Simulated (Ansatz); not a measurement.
## Run report: SiAsNH6, single-point calculation

System: SiAsNH6.
Method: RKS wB97X-V/def2-TZVPP (Ansatz 0.2.0).

The geometry comes from this level: PBE0-D4/def2-TZVP.

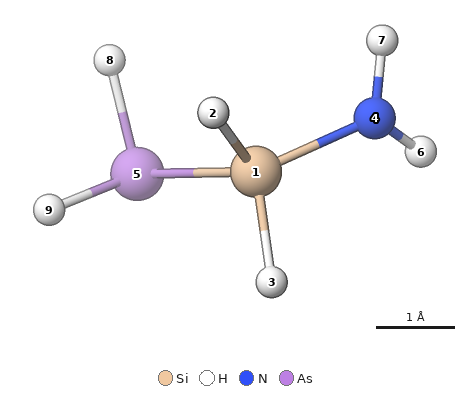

Fig. 1: The structure (ball-and-stick view, seen at a tilt; atoms are numbered from 1 in the order of the input). Bond lengths as drawn: As–H 1.52 Å, As–Si 2.38 Å, H–N 1.01 Å, H–Si 1.49 Å and N–Si 1.72 Å.

The input:
```yaml
crystal:
  periodic: [false, false, false]
  atoms:
    - {symbol: Si, position_ang: [-0.143466, 0.560267, -1.162017]}
    - {symbol: H, position_ang: [1.205152, -0.001335, -0.892723]}
    - {symbol: H, position_ang: [-1.154167, -0.529710, -1.205396]}
    - {symbol: N, position_ang: [-0.075291, 1.304386, -2.710950]}
    - {symbol: As, position_ang: [-0.836555, 2.006305, 0.593021]}
    - {symbol: H, position_ang: [-0.914768, 1.663291, -3.137127]}
    - {symbol: H, position_ang: [0.719363, 1.875694, -2.949562]}
    - {symbol: H, position_ang: [0.544129, 2.639466, 0.704824]}
    - {symbol: H, position_ang: [-0.511086, 0.957940, 1.650171]}
basis:
  gaussian: {orbitals: def2-TZVPP}
hamiltonian: {xc: {name: wB97X-V}}
```

Machine: 8 threads of Arm Neoverse V1, 23 GiB of memory available, shared host.

Launch command:
```bash
ansatz run in.yaml --threads 8 --pin off --events-out ev --progress --plain --max-ram 19148MiB
```

The program's output:
```
Functional definition: wB97X-V
  name "wB97X-V"
  cite "Mardirossian & Head-Gordon, Phys. Chem. Chem. Phys. 16, 9904 (2014) doi:10.1039/C3CP54374A"
  cite "Becke, J. Chem. Phys. 107, 8554 (1997) doi:10.1063/1.475007"
  cite "Vydrov & Van Voorhis, J. Chem. Phys. 133, 244103 (2010) doi:10.1063/1.3521275"
  parameter omega = 0.3/bohr
  parameter cx = 0.167
  parameter cx1 = 0.603
  parameter cx2 = 1.194
  parameter css0 = 0.556
  parameter css1 = -0.257
  parameter cos0 = 1.219
  parameter cos1 = -1.850
  parameter b = 6.0
  parameter c = 0.01
  exchange = spin_sum(e_x_unif_sr(omega)*poly(b97_u_x, 1 - cx, cx1, cx2)) + cx*exact_x_sr(omega) + exact_x_lr(omega)
  correlation = spin_sum(e_c_pw_same_spin*poly(b97_u_same, css0, css1))
      + integral(e_c_pw_opposite_spin*poly(b97_u_opposite, cos0, cos1)) + vv10(b, c)
1209 factors; their error is unknown
268 factors; integrals over basis functions are off by at most 1.0e-5 eV
mean field evaluation 1: about -70296.9726 eV, gradient 4.7e1 eV
mean field evaluation 2: about -70297.1558 eV, gradient 4.5e1 eV
mean field evaluation 4: about -70301.0157 eV, gradient 4.9e-1 eV
mean field evaluation 8: about -70301.1950 eV, gradient 3.2e-1 eV
mean field evaluation 16: about -70301.1951 eV, gradient 2.7e-5 eV
mean field -70301.19507208 eV, -2583.5212670374 hartree, gradient 2.7e-5 eV, S^2 0.000000; 0 other end points of the search recorded, 0 dependent functions left out
reference -70301.19507009 eV, -2583.5212669644 hartree; 30, 30 occupied and 175, 175 virtual orbitals, 1209 factors
Total energy: -70301.19507009 eV, -2583.5212669644 hartree
```

Key numbers:

| quantity | value |
| --- | --- |
| outcome | converged |
| total energy | −70301.1951 eV |
| SCF solution under orbital rotations | stable |
| wall time | 3.2 s (CPU time 23 s) |
| peak memory | 0.67 GiB |
